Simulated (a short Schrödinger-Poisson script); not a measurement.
System: gated In0.52Al0.48As/In0.53Ga0.47As δ-doped gas in a quantum well, at 77 K.

```tsv
layer	material	thickness (nm)	Na (cm⁻³)
1	In0.52Al0.48As	8	-
2	In0.52Al0.48As	10	-
3	In0.53Ga0.47As	20	-
4	In0.52Al0.48As	4000	2e15
```

Constants are typed, rounded textbook-type inputs, not results; the design itself was drawn at random and stands for no fabricated device. In0.52Al0.48As: permittivity 12.5, conduction-band edge (eV) 0.52, gap (eV) 1.45, electron mass (mₑ) 0.075, Nv at 300 K (cm⁻³) 1.1e19. In0.53Ga0.47As: permittivity 13.9, conduction-band edge (eV) 0, gap (eV) 0.74, Nv at 300 K (cm⁻³) 7.7e18.

Channel valleys (confinement mass, in-plane density-of-states mass, number): Γ 0.041, 0.041, 1. At the gate the conduction-band edge of layer 1 lies 0.45 eV − eVg above the Fermi level of the channel; the field vanishes at the back. Sheet of ionised δ-doping: +2.9e12 e/cm² at 8 nm from the gate. The barrier under the gate holds no holes. Gaps are held at their typed values at every temperature. Mesh 0.08 nm at interfaces.

From a short Schrödinger-Poisson script (our own, NumPy): 1D Poisson equation in equilibrium, electrons quantum, Hartree plus LDA exchange-correlation (BenDaniel-Duke, 40 states a valley, the channel's in-plane mass for all, wave functions free to enter the barrier), parabolic valleys, classical holes, full ionisation, no traps, pinning or gate leakage.

Only gate voltages with over 1e8 electrons/cm² are shown.

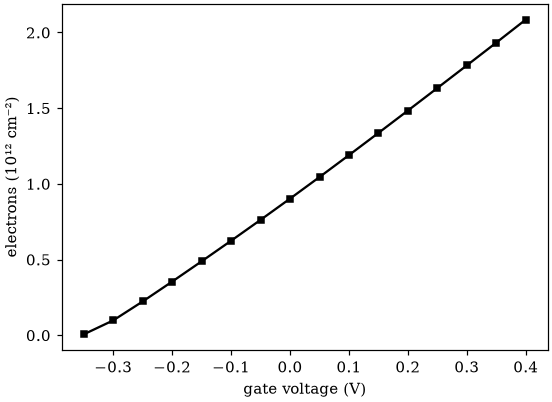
Fig. 1. Sheet density against gate voltage

```tsv
Vg (V)	electrons (cm⁻²)	in the channel layer	C (μF/cm²)	Γ E0 (meV)	Γ E1 (meV)
0.4	2.09e12	2.03e12	0.507	-99.5	-22.0
0.35	1.93e12	1.89e12	0.483	-93.6	-18.9
0.3	1.78e12	1.74e12	0.481	-87.8	-15.7
0.25	1.63e12	1.60e12	0.479	-81.9	-12.5
0.2	1.48e12	1.46e12	0.476	-76.0	-9.1
0.15	1.34e12	1.31e12	0.472	-70.1	-5.5
0.1	1.19e12	1.17e12	0.468	-64.0	-1.6
0.05	1.05e12	1.03e12	0.462	-57.7	2.8
0	9.02e11	8.91e11	0.454	-50.9	7.9
-0.05	7.62e11	7.53e11	0.447	-43.7	13.7
-0.1	6.24e11	6.18e11	0.440	-36.1	20.1
-0.15	4.88e11	4.84e11	0.434	-28.3	26.8
-0.2	3.55e11	3.52e11	0.427	-20.4	33.8
-0.25	2.23e11	2.22e11	0.415	-12.0	41.2
-0.3	9.82e10	9.76e10	0.383	-2.1	50.3
-0.35	6.17e9	6.13e9	0.132	19.2	70.9
```

Subbands count from the Fermi level.
